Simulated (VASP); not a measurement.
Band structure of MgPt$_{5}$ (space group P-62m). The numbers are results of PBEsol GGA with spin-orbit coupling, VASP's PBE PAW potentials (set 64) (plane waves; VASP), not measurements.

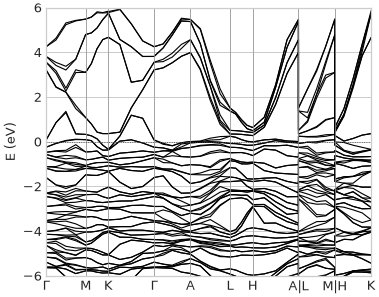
Figure: Bands along high-symmetry lines, zero at the valence-band maximum or, without a gap, the Fermi level

### Question
Read the plot: is there a gap, and where are the band edges?

### Answer
It has no gap at this level: it comes out as a metal or semimetal.

The structure comes from a computed database's MgPt5 entry (P-62m); how it stands against other phases isn't given here. It was relaxed first.
